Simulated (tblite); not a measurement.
## C2H8GeSi: geometry relaxation (part 2 of 2)

The same run, continued: C2H8GeSi, multiplicity 3, SMILES [SiH3]C[C][GeH3]; GFN2-xTB geometry optimisation, gas phase (tblite 0.8.0). 

Geometry of the input (Å):
```
C  0.2090  0.4853  -0.6753
C  -0.2480  -0.6961  -1.4217
Si -1.8454  -1.2834  -0.7398
Ge 0.4981  1.9838  0.4943
H  0.4576  -1.4202  -1.3861
H  -0.4106  -0.4132  -2.4292
H  -1.5950  -1.9909  0.4773
H  -2.7030  -0.1743  -0.4811
H  -2.4815  -2.1668  -1.6506
H  1.2220  3.0640  -0.2749
H  1.3810  1.5291  1.6683
H  -0.8198  2.5175  1.0134
```

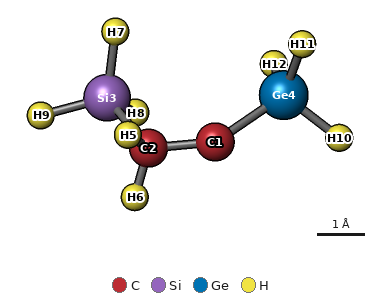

**Figure 1.** The geometry at step 80 of the log (ball-and-stick view, seen at a tilt; atoms are numbered from 1 in the order of the input).

Trajectory as extended XYZ, continued
```
12
Properties=species:S:1:pos:R:3:forces:R:3 step=52 energy=-322.09152
C     0.5186    0.4175   -0.7897    0.0010   0.0030  -0.0030
C    -0.1783   -0.6226   -1.4724   -0.0050   0.0050  -0.0050
Si   -1.8425   -1.1530   -0.6326   -0.0020  -0.0020   0.0040
Ge    0.4441    1.8057    0.4524    0.0060   0.0060   0.0020
H     0.4410   -1.5254   -1.5498    0.0020   0.0050   0.0120
H    -0.4202   -0.3275   -2.5023    0.0050  -0.0080  -0.0140
H    -1.5331   -1.6875    0.6917   -0.0030   0.0000   0.0050
H    -2.7105    0.0205   -0.5519   -0.0020  -0.0050  -0.0090
H    -2.4236   -2.1827   -1.4956   -0.0060   0.0000   0.0020
H     1.0379    3.0420   -0.1539   -0.0050   0.0120   0.0010
H     1.2741    1.4974    1.6656    0.0040  -0.0070   0.0030
H    -0.9432    2.1503    0.9330    0.0060  -0.0080   0.0040
12
Properties=species:S:1:pos:R:3:forces:R:3 step=56 energy=-322.09182
C     0.5161    0.4207   -0.7930   -0.0090   0.0200  -0.0170
C    -0.1802   -0.6213   -1.4744    0.0350  -0.0040  -0.0010
Si   -1.8431   -1.1494   -0.6321   -0.0160  -0.0140  -0.0100
Ge    0.4449    1.8064    0.4531    0.0030  -0.0270  -0.0050
H     0.4423   -1.5234   -1.5410   -0.0140   0.0020   0.0040
H    -0.4156   -0.3357   -2.5091    0.0030  -0.0010   0.0180
H    -1.5304   -1.6803    0.6935   -0.0090   0.0060  -0.0060
H    -2.7166    0.0208   -0.5560    0.0070  -0.0060  -0.0050
H    -2.4224   -2.1813   -1.4949   -0.0030   0.0030   0.0140
H     1.0333    3.0447   -0.1528   -0.0010   0.0160   0.0040
H     1.2785    1.4911    1.6627    0.0020   0.0030  -0.0040
H    -0.9423    2.1424    0.9384    0.0020   0.0000   0.0080
12
Properties=species:S:1:pos:R:3:forces:R:3 step=60 energy=-322.09238
C     0.5181    0.4300   -0.8087   -0.0050   0.0120  -0.0250
C    -0.1747   -0.6195   -1.4800   -0.0340  -0.0140   0.0160
Si   -1.8415   -1.1385   -0.6334    0.0160   0.0100   0.0000
Ge    0.4417    1.7976    0.4542    0.0020   0.0350   0.0030
H     0.4448   -1.5229   -1.5300    0.0150  -0.0350  -0.0100
H    -0.4052   -0.3466   -2.5185   -0.0050  -0.0040   0.0040
H    -1.5251   -1.6513    0.6982   -0.0080   0.0070   0.0010
H    -2.7196    0.0281   -0.5737    0.0070   0.0150  -0.0010
H    -2.4278   -2.1813   -1.4744   -0.0010  -0.0270  -0.0200
H     1.0157    3.0478   -0.1459   -0.0120  -0.0060   0.0270
H     1.2851    1.4764    1.6551    0.0070   0.0080   0.0030
H    -0.9470    2.1150    0.9514    0.0190  -0.0010   0.0030
12
Properties=species:S:1:pos:R:3:forces:R:3 step=64 energy=-322.09369
C     0.5042    0.4637   -0.8537    0.0180  -0.0150   0.0010
C    -0.1722   -0.6222   -1.4846    0.0030   0.0040  -0.0150
Si   -1.8441   -1.1198   -0.6389   -0.0100  -0.0030   0.0030
Ge    0.4451    1.7901    0.4549   -0.0180  -0.0110  -0.0010
H     0.4489   -1.5284   -1.4943    0.0120   0.0280   0.0040
H    -0.3839   -0.3852   -2.5353   -0.0380  -0.0320  -0.0110
H    -1.5211   -1.5936    0.7060   -0.0210  -0.0010   0.0010
H    -2.7340    0.0392   -0.6058    0.0210   0.0170  -0.0080
H    -2.4277   -2.1858   -1.4546    0.0190  -0.0130  -0.0030
H     0.9794    3.0671   -0.1182    0.0080   0.0010   0.0150
H     1.3098    1.4492    1.6363    0.0150   0.0100  -0.0070
H    -0.9401    2.0604    0.9826   -0.0090   0.0160   0.0200
12
Properties=species:S:1:pos:R:3:forces:R:3 step=68 energy=-322.09560
C     0.4842    0.4954   -0.8970   -0.0220   0.0160  -0.0040
C    -0.1734   -0.6242   -1.4908    0.0360  -0.0010   0.0000
Si   -1.8509   -1.1068   -0.6470   -0.0030  -0.0210  -0.0230
Ge    0.4432    1.7832    0.4554    0.0320  -0.0520   0.0050
H     0.4633   -1.5196   -1.4518   -0.0150   0.0220  -0.0080
H    -0.3800   -0.4435   -2.5544    0.0010   0.0110   0.0260
H    -1.5303   -1.5443    0.7096   -0.0270  -0.0160   0.0250
H    -2.7365    0.0564   -0.6418    0.0100  -0.0060  -0.0200
H    -2.4209   -2.1991   -1.4428    0.0290   0.0400   0.0310
H     0.9492    3.0859   -0.0805    0.0070   0.0020  -0.0250
H     1.3452    1.4295    1.6095   -0.0160  -0.0060  -0.0350
H    -0.9289    2.0219    1.0261   -0.0330   0.0090   0.0270
12
Properties=species:S:1:pos:R:3:forces:R:3 step=72 energy=-322.09669
C     0.4608    0.5209   -0.9211    0.0020   0.0090  -0.0010
C    -0.1692   -0.6243   -1.4925   -0.0260   0.0010   0.0060
Si   -1.8516   -1.1010   -0.6553    0.0120   0.0160   0.0470
Ge    0.4405    1.7766    0.4585   -0.0370   0.0400  -0.0030
H     0.4767   -1.5089   -1.4235    0.0190  -0.0190  -0.0080
H    -0.3674   -0.4720   -2.5604   -0.0020   0.0120  -0.0200
H    -1.5382   -1.5245    0.7078   -0.0220  -0.0010   0.0280
H    -2.7364    0.0617   -0.6716    0.0040   0.0080  -0.0160
H    -2.4260   -2.2031   -1.4251    0.0120  -0.0230  -0.0340
H     0.9332    3.0881   -0.0715   -0.0030  -0.0100  -0.0120
H     1.3652    1.4117    1.5859    0.0160  -0.0250   0.0140
H    -0.9233    2.0095    1.0633    0.0250  -0.0100  -0.0020
12
Properties=species:S:1:pos:R:3:forces:R:3 step=76 energy=-322.09804
C     0.4333    0.5513   -0.9529    0.0190   0.0140   0.0120
C    -0.1715   -0.6231   -1.4920    0.0010   0.0030   0.0170
Si   -1.8532   -1.0937   -0.6514   -0.0160  -0.0150  -0.0170
Ge    0.4397    1.7749    0.4574    0.0070   0.0020  -0.0050
H     0.4877   -1.4955   -1.3920    0.0190  -0.0100   0.0020
H    -0.3620   -0.5076   -2.5659   -0.0150   0.0170  -0.0090
H    -1.5629   -1.5005    0.7228   -0.0130   0.0150  -0.0010
H    -2.7382    0.0676   -0.7070   -0.0040   0.0000   0.0050
H    -2.4074   -2.2066   -1.4244    0.0090  -0.0100   0.0050
H     0.9160    3.0983   -0.0536   -0.0090  -0.0010  -0.0170
H     1.3935    1.3886    1.5568   -0.0060  -0.0170  -0.0010
H    -0.9107    1.9810    1.0967    0.0070   0.0020   0.0090
12
Properties=species:S:1:pos:R:3:forces:R:3 step=80 energy=-322.09847
C     0.4394    0.5502   -0.9511   -0.0110  -0.0190   0.0080
C    -0.1699   -0.6223   -1.4901    0.0050  -0.0020  -0.0090
Si   -1.8528   -1.0955   -0.6503    0.0100   0.0070  -0.0050
Ge    0.4391    1.7754    0.4568    0.0070  -0.0020   0.0060
H     0.4907   -1.4959   -1.3981   -0.0110   0.0170  -0.0050
H    -0.3678   -0.4994   -2.5631    0.0000  -0.0030   0.0190
H    -1.5728   -1.5002    0.7270   -0.0040   0.0150  -0.0080
H    -2.7355    0.0679   -0.7082   -0.0060  -0.0070   0.0000
H    -2.4011   -2.2097   -1.4240    0.0000  -0.0160  -0.0030
H     0.9148    3.0954   -0.0606    0.0010   0.0150  -0.0060
H     1.3895    1.3847    1.5565    0.0080  -0.0050   0.0040
H    -0.9091    1.9840    1.0997    0.0010   0.0000  -0.0010
12
Properties=species:S:1:pos:R:3:forces:R:3 step=84 energy=-322.09870
C     0.4315    0.5564   -0.9555    0.0020   0.0040   0.0070
C    -0.1703   -0.6219   -1.4896    0.0040   0.0020   0.0020
Si   -1.8535   -1.0939   -0.6543   -0.0250  -0.0120   0.0030
Ge    0.4414    1.7757    0.4578    0.0000  -0.0080  -0.0030
H     0.4938   -1.4910   -1.3888   -0.0010  -0.0020  -0.0070
H    -0.3665   -0.5080   -2.5631    0.0070   0.0070  -0.0060
H    -1.5786   -1.4866    0.7269    0.0020   0.0040   0.0020
H    -2.7389    0.0671   -0.7165   -0.0080  -0.0060  -0.0100
H    -2.3973   -2.2153   -1.4229    0.0080   0.0020   0.0080
H     0.9084    3.1002   -0.0586    0.0030  -0.0040   0.0060
H     1.3983    1.3755    1.5494    0.0060   0.0100  -0.0030
H    -0.9040    1.9764    1.1096    0.0030   0.0030   0.0020
12
Properties=species:S:1:pos:R:3:forces:R:3 step=88 energy=-322.09894
C     0.4248    0.5657   -0.9652    0.0030  -0.0070  -0.0060
C    -0.1698   -0.6200   -1.4894   -0.0340  -0.0050  -0.0010
Si   -1.8588   -1.0896   -0.6566    0.0390   0.0190  -0.0030
Ge    0.4433    1.7719    0.4578    0.0100   0.0150   0.0170
H     0.4967   -1.4857   -1.3786    0.0010  -0.0120   0.0060
H    -0.3609   -0.5180   -2.5649   -0.0030   0.0120  -0.0080
H    -1.5867   -1.4613    0.7305    0.0010  -0.0020   0.0100
H    -2.7499    0.0654   -0.7358   -0.0100  -0.0010  -0.0160
H    -2.3881   -2.2226   -1.4146   -0.0100  -0.0240  -0.0080
H     0.8974    3.1052   -0.0490    0.0020  -0.0140   0.0070
H     1.4131    1.3655    1.5364    0.0020   0.0140  -0.0040
H    -0.8967    1.9581    1.1238   -0.0010   0.0050   0.0060
12
Properties=species:S:1:pos:R:3:forces:R:3 step=92 energy=-322.09964
C     0.4005    0.5842   -0.9740   -0.0110   0.0090   0.0110
C    -0.1769   -0.6154   -1.4869    0.0180   0.0010  -0.0010
Si   -1.8701   -1.0924   -0.6680    0.0190  -0.0020  -0.0120
Ge    0.4533    1.7711    0.4646   -0.0320   0.0090  -0.0190
H     0.5016   -1.4691   -1.3529   -0.0220  -0.0220   0.0020
H    -0.3487   -0.5296   -2.5668   -0.0260   0.0010  -0.0050
H    -1.6126   -1.4259    0.7325    0.0010  -0.0030  -0.0080
H    -2.7798    0.0458   -0.7837    0.0010  -0.0090  -0.0180
H    -2.3730   -2.2530   -1.4070    0.0100   0.0140   0.0170
H     0.8875    3.1102   -0.0373    0.0170   0.0130  -0.0100
H     1.4518    1.3564    1.5085    0.0260  -0.0020   0.0340
H    -0.8694    1.9523    1.1654   -0.0010  -0.0090   0.0100
12
Properties=species:S:1:pos:R:3:forces:R:3 step=96 energy=-322.10053
C     0.3926    0.5874   -0.9704    0.0090   0.0100   0.0020
C    -0.1784   -0.6119   -1.4888   -0.0260  -0.0060   0.0040
Si   -1.8728   -1.0935   -0.6767   -0.0290   0.0060   0.0170
Ge    0.4567    1.7702    0.4694    0.0610   0.0040   0.0520
H     0.4958   -1.4680   -1.3530    0.0070  -0.0140  -0.0090
H    -0.3490   -0.5208   -2.5684   -0.0150  -0.0150  -0.0080
H    -1.6320   -1.3911    0.7355    0.0100   0.0040  -0.0200
H    -2.7983    0.0281   -0.8312    0.0150  -0.0130  -0.0140
H    -2.3591   -2.2793   -1.3856    0.0190   0.0120   0.0010
H     0.8825    3.1132   -0.0321    0.0060   0.0030  -0.0110
H     1.4782    1.3567    1.5011   -0.0320   0.0160  -0.0270
H    -0.8518    1.9436    1.1946   -0.0240  -0.0060   0.0130
12
Properties=species:S:1:pos:R:3:forces:R:3 step=100 energy=-322.10146
C     0.3892    0.5857   -0.9596    0.0020   0.0020  -0.0060
C    -0.1860   -0.6077   -1.4891    0.0040   0.0030   0.0060
Si   -1.8818   -1.0930   -0.6831    0.0030   0.0020  -0.0020
Ge    0.4680    1.7687    0.4810   -0.0140  -0.0110  -0.0080
H     0.4860   -1.4682   -1.3638   -0.0020   0.0120   0.0030
H    -0.3584   -0.5088   -2.5685   -0.0080   0.0000   0.0120
H    -1.6577   -1.3384    0.7403    0.0090  -0.0030   0.0030
H    -2.8229    0.0045   -0.8932   -0.0050   0.0030  -0.0100
H    -2.3249   -2.3120   -1.3616   -0.0030   0.0000  -0.0030
H     0.8774    3.1157   -0.0256   -0.0070  -0.0040  -0.0080
H     1.5084    1.3611    1.4890    0.0080  -0.0020   0.0180
H    -0.8331    1.9270    1.2286    0.0130  -0.0010  -0.0050
12
Properties=species:S:1:pos:R:3:forces:R:3 step=104 energy=-322.10163
C     0.3792    0.5961   -0.9666   -0.0020   0.0010   0.0010
C    -0.1880   -0.6044   -1.4875   -0.0040  -0.0010  -0.0010
Si   -1.8861   -1.0909   -0.6875   -0.0010  -0.0010   0.0000
Ge    0.4717    1.7654    0.4840    0.0170   0.0070  -0.0030
H     0.4874   -1.4601   -1.3524    0.0070  -0.0030   0.0080
H    -0.3565   -0.5160   -2.5679   -0.0080   0.0040  -0.0030
H    -1.6687   -1.3150    0.7407    0.0040   0.0010   0.0010
H    -2.8348   -0.0049   -0.9240    0.0000   0.0010  -0.0030
H    -2.3154   -2.3231   -1.3511   -0.0010   0.0000  -0.0030
H     0.8677    3.1177   -0.0211   -0.0040  -0.0120   0.0030
H     1.5264    1.3544    1.4782   -0.0050   0.0060   0.0010
H    -0.8186    1.9153    1.2495   -0.0040  -0.0030   0.0000
12
Properties=species:S:1:pos:R:3:forces:R:3 step=106 energy=-322.10167
C     0.3806    0.5953   -0.9667   -0.0010   0.0000  -0.0010
C    -0.1882   -0.6043   -1.4878    0.0000  -0.0040  -0.0030
Si   -1.8862   -1.0898   -0.6872    0.0050   0.0000   0.0020
Ge    0.4728    1.7644    0.4841    0.0030  -0.0020   0.0020
H     0.4867   -1.4608   -1.3537    0.0030   0.0020   0.0050
H    -0.3585   -0.5151   -2.5679   -0.0030   0.0040  -0.0020
H    -1.6669   -1.3109    0.7411    0.0000   0.0020   0.0020
H    -2.8345   -0.0046   -0.9277   -0.0030   0.0030   0.0000
H    -2.3147   -2.3232   -1.3485   -0.0030  -0.0040  -0.0040
H     0.8657    3.1168   -0.0202    0.0020   0.0000  -0.0020
H     1.5261    1.3554    1.4799    0.0010   0.0030   0.0010
H    -0.8184    1.9114    1.2490   -0.0030  -0.0020   0.0000
```

Summary

| quantity | value |
| --- | --- |
| outcome | converged |
| total energy | −322.1017 eV |
| wall time | 2.4 s |
| peak memory | 0.17 GiB |
